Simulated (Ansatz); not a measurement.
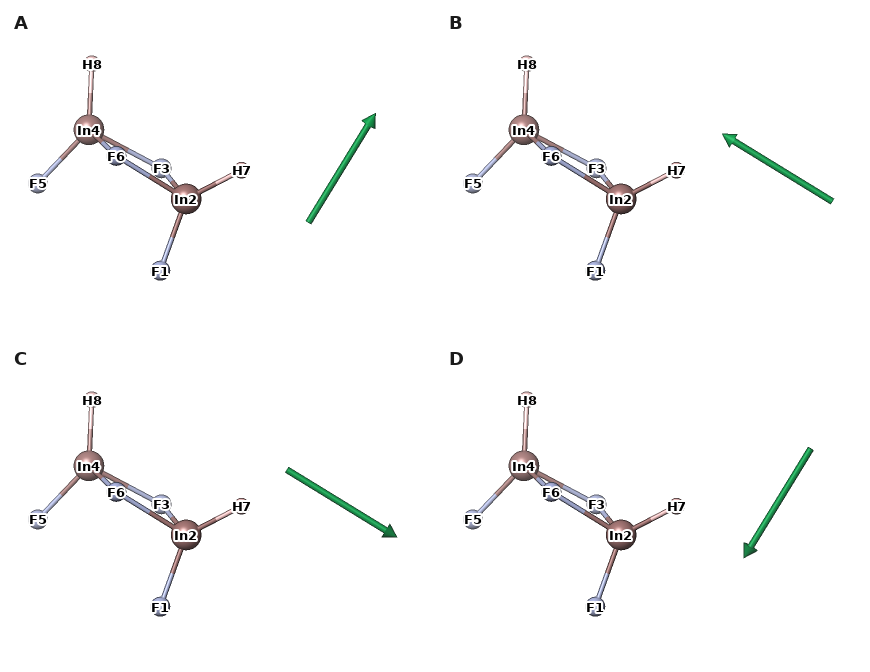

The same molecule four times, each with an arrow. Computed geometry: PBE0-D4/def2-TZVP optimisation. No frequency run is at hand to confirm it as a minimum. Properties computed with RKS PBE0-D4/def2-TZVP, core potentials on In (Ansatz 0.2.0).

> Which arrow points along the dipole moment, from the negative to the positive end?

A. The dipole moment is 5.06 D; it points from the side of F1, F5 to the side of H7, H8 (the outermost atoms at the two ends).
